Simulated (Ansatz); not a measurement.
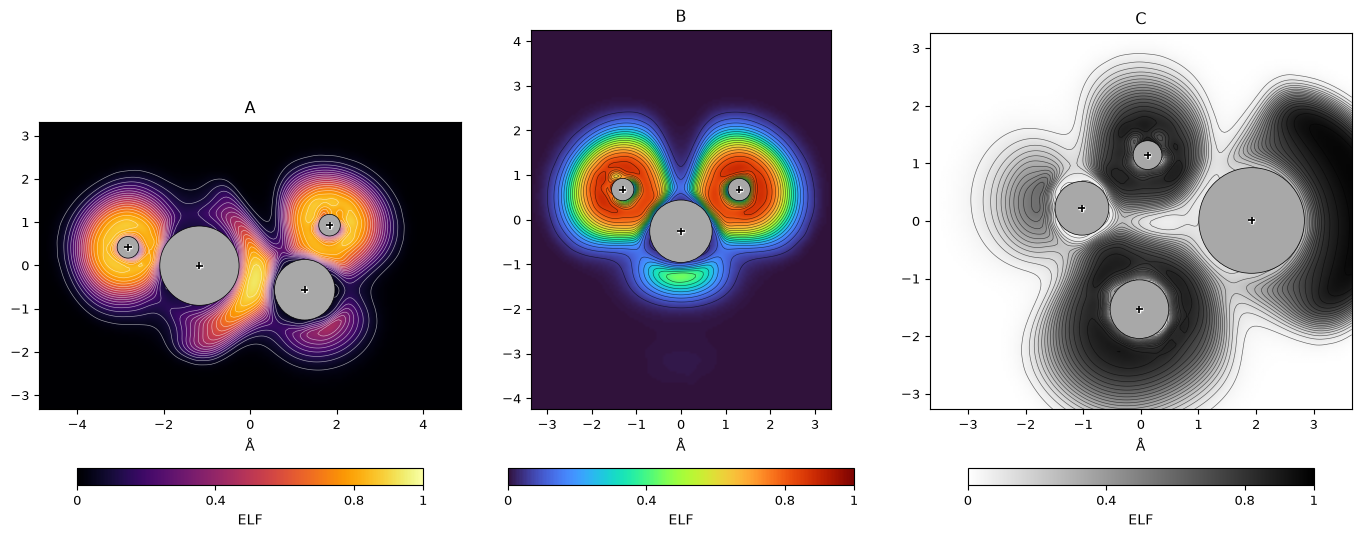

The electron localisation function of 3 systems, each on a plane through atoms (crosses mark nuclei in the plane; grey discs cover the cores).

The calculation used isolated molecule in a Gaussian basis; Kohn-Sham density functional theory, functional PBE0 in Ansatz 0.2.0.

System 1: F₂GaH₂Si (SMILES F[SiH2][Ga+][F]) (charge +1), the plane of atoms F1, Si4 and Ga3. Geometry: PBE0-D3(BJ)/def2-SVP.

```tsv
atom	x (Å)	y (Å)	z (Å)
F	-3.0108	0.2067	-1.2966
F	0.6731	-2.4892	-2.3577
Ga	-0.2387	-1.0796	-2.0622
Si	-1.6286	0.9463	-1.6170
H	-0.9881	1.5480	-0.4307
H	-1.6219	1.6580	-2.9104
```

System 2: BClFGaH₂, the plane of atoms B1, F3 and Ga4. Geometry: PBE0-D3(BJ)/def2-SVP.

```xyz
6

B     0.9896   -0.5556    0.3621
Cl   -0.8684   -1.2984    0.6022
F     0.6490    0.7986   -0.0813
Ga   -1.4740    0.9878   -0.1473
H     1.4873   -1.2031   -0.5279
H     1.4843   -0.5517    1.4642
```

System 3: F₂HN₂Si (SMILES [N]=N[SiH](F)F) (doublet), the plane of atoms F1, Si5 and F2. Geometry: B3LYP-D3(BJ)/def2-SVP.

```xyz
6

F    -1.9435    0.4361    1.9645
F     0.3949    1.2934    2.7428
N     0.3732    0.6778   -0.8880
N     0.1190    0.3654    0.2197
Si   -0.6670    1.3104    1.5403
H    -1.0675    2.6921    1.2216
```

**Match each panel to its system.**

Panel A is system 1, F₂GaH₂Si: the plane holds F, Ga and Si. Si–F (1.60 Å): the ELF peaks at about 0.85 in the valence shell of F, 0.6 Å from its nucleus, and is about 0.55 at the midpoint. Panel B is system 3, F₂HN₂Si: the plane holds F and Si. Si–F (1.60 Å): the ELF peaks at about 0.85 in the valence shell of F, 0.5 Å from its nucleus, and is about 0.50 at the midpoint. Panel C is system 2, BClFGaH₂: the plane holds B, Cl, F and Ga. B–F (1.47 Å): the ELF peaks at about 0.85 between the atoms: a polar covalent bond.
